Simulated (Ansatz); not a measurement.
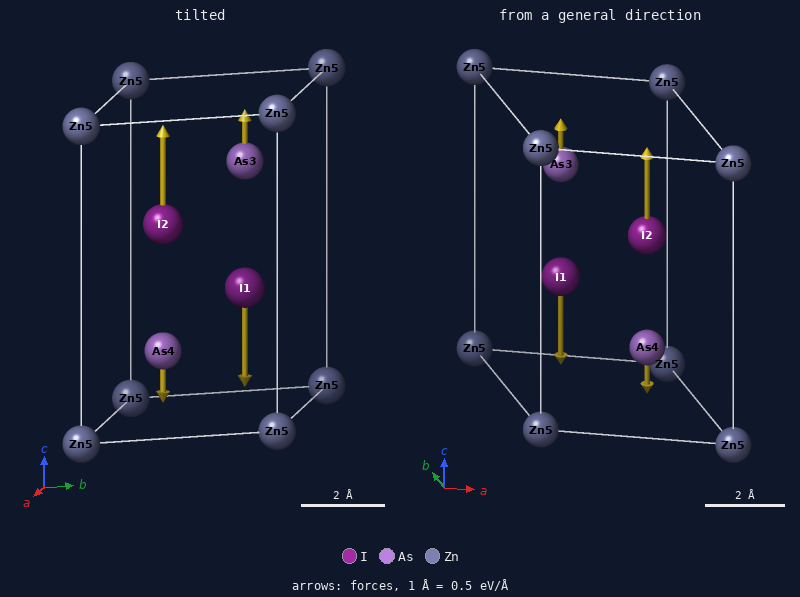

An orthographic spheres-only view of the structure, slightly off an axis and from a general direction. The simulation cell is drawn as a box. The arrows are the computed forces on the atoms.

System: ZnAs2I2. Results below were computed with DFT, PAW plane waves, PBE (Ansatz 0.2.0); the settings were a cutoff energy of 420 eV, k-points on an 8×8×5 grid, Fermi-Dirac smearing of 0.1 eV, no spin polarisation.

### Is the structure at rest?

No. The atoms still feel forces of up to about 1 eV/Å, far above a usual threshold of 0.01 to 0.03 eV/Å.

### On which atom is the force largest?

I1 and I2, about 1 eV/Å.

The structure is a generated cell, made by putting these elements into a known structure type (the compound may or may not exist in this form); no relaxation was done. Ansatz was used for an electronic-structure calculation on it.
